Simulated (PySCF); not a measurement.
**C$_{5}$H$_{14}$NSi (SMILES C[SiH]NC(C)(C)C) (doublet): density, localisation and related maps**

```xyz
21

C     3.3714   -0.2773    0.0444
Si    1.7670    0.2346    0.9113
N     0.4837   -0.1986   -0.1430
C    -0.9341   -0.0506    0.1064
C    -1.6881   -1.0688   -0.7580
C    -1.3974    1.3695   -0.2508
C    -1.2193   -0.3245    1.5810
H     3.4676    0.2129   -0.9233
H     3.4232   -1.3483   -0.1227
H     4.2299    0.0080    0.6426
H     1.8028    1.6585    1.2946
H     0.6837   -0.2142   -1.1354
H    -1.3468   -2.0751   -0.5272
H    -1.5115   -0.8779   -1.8152
H    -2.7576   -1.0108   -0.5727
H    -0.8695    2.0946    0.3637
H    -1.1878    1.5847   -1.2969
H    -2.4657    1.4788   -0.0820
H    -2.2910   -0.3160    1.7633
H    -0.7499    0.4322    2.2033
H    -0.8196   -1.2949    1.8614
```

Geometry: GFN2-xTB.

Method: UKS B3LYP, pcH-1 on C H N Si, non-relativistic, mean-field spin-orbit, GIAO in PySCF 2.14.0, density-fitted response routines.

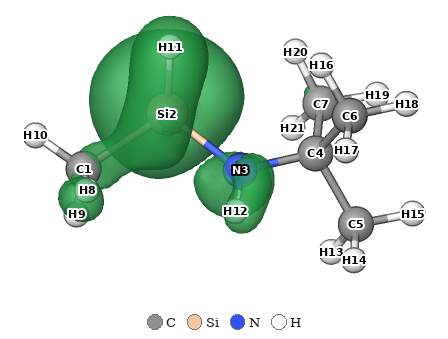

Figure 1. Isosurface of the spin density (α minus β) at +0.015 e/Å³ (green), seen across its widest extent.

Q: Which atoms carry the spin?

A: The unpaired spin (1 electron) lies mostly on Si2 (about 0.7), N3 (about 0.1) and H11 (about 0.1), in electrons by Hirshfeld's partition.

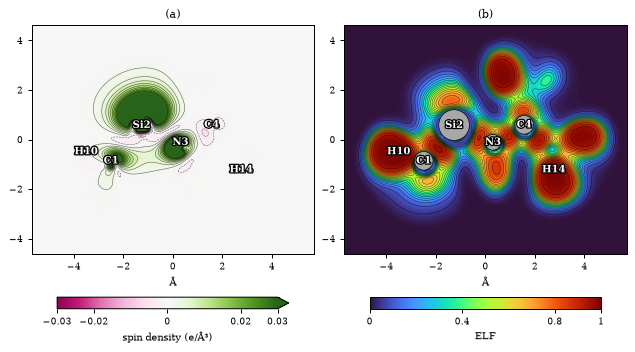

Figure 2. (a) spin density (α minus β); (b) electron localisation function on the plane of atoms Si2, C1 and H10. Grey discs cover the atomic cores in the ELF map.

Q: What do the fields say about this system?

A: The section cuts through C, Si, N and H sites.
C–N (1.45 Å): the ELF peaks at about 0.90 between the atoms, as expected for a shared electron pair.
Si–N (1.72 Å): the ELF peaks at about 0.90 between the atoms, as expected for a shared but strongly polarised pair.
C–Si (1.89 Å): the ELF peaks at about 0.95 between the atoms, as expected for a shared electron pair.
C–H (1.08 Å): the ELF climbs to about 1 towards the hydrogen, as it does in any bond to H (an ordinary covalent bond to hydrogen).

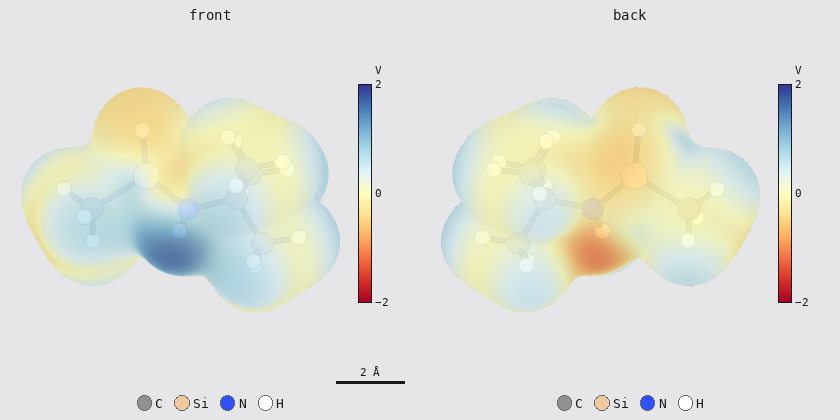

Figure 3. The electrostatic potential painted on the density surface at 0.002 e/bohr³, seen from the front and from behind; the colour scale runs from red (negative) to blue (positive).

Q: Where is the surface potential most negative and most positive?

A: The most negative region (about −0.9 V, or −21 kcal/mol for a unit charge) lies over N3, the most positive (about +1.5 V, or +35 kcal/mol for a unit charge) over H12.
